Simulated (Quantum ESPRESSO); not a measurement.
The O K edge of atom 3 in LaTiO3 (Pm-3m), with 2 Ti at 1.96 Å (linear, site symmetry 4/mmm), was computed in 2 ways: excited-electron core hole (neutral cell) and no core hole. Program and functional: Quantum ESPRESSO XSpectra, PBEsol, without spin-orbit coupling, Lorentzian half width 0.3 eV up to 4 eV, rising linearly to 2.5 eV at 25 eV; cells of 5 and 10 atoms (the run without a hole in the smaller).

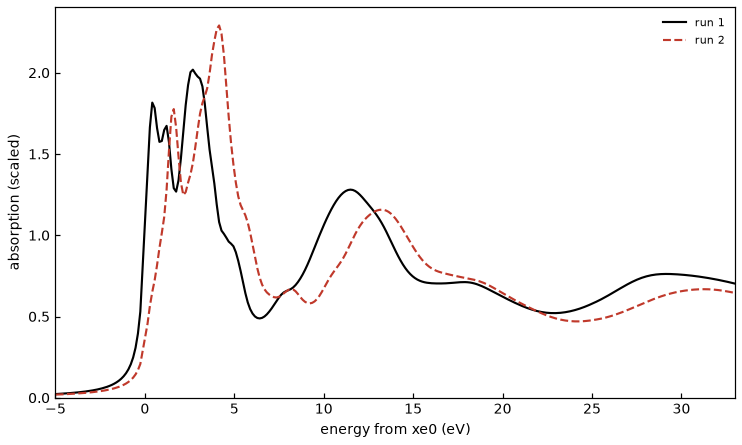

Each run is counted from its own lowest empty level or Fermi level and scaled to a mean of 1 over its first 20 eV.

Which run is which?

Run 1: excited-electron core hole (neutral cell) (area from −2 to 6 eV 8.8, main maxima 0.4 eV (1.82), 1.2 eV (1.67), 2.7 eV (2.02) and 11.5 eV (1.28)). Run 2: no core hole (area from −2 to 6 eV 8.9, main maxima 1.6 eV (1.78), 4.2 eV (2.29), 8.2 eV (0.67) and 13.2 eV (1.16)). With each curve scaled to its own mean, the area from −2 to 6 eV with the hole is 8.8 against 8.9, and the centre of weight from −1 to 20 eV moves by -0.3 eV (first and strongest maxima below 20 eV: 1.6 eV (1.78), 4.2 eV (2.29) and 13.2 eV (1.16) without the hole, 0.4 eV (1.82), 1.2 eV (1.67) and 2.7 eV (2.02) with it); the shape changes all the same, by 36 % r.m.s.

[Hosts, paths, dates, database ids (printed as entryN), source tags and the programs' standing remarks are cut or masked in the printed files.]

[Lists of maxima count a maximum above −3 eV only where it reaches 4 % of the highest in the window and stands out from its surroundings by 2 % of it (1.5 % where it reaches 55 %); shoulders and weaker maxima are passed over, and of the rest the first, up to two pre-edge ones and the few strongest are named.]
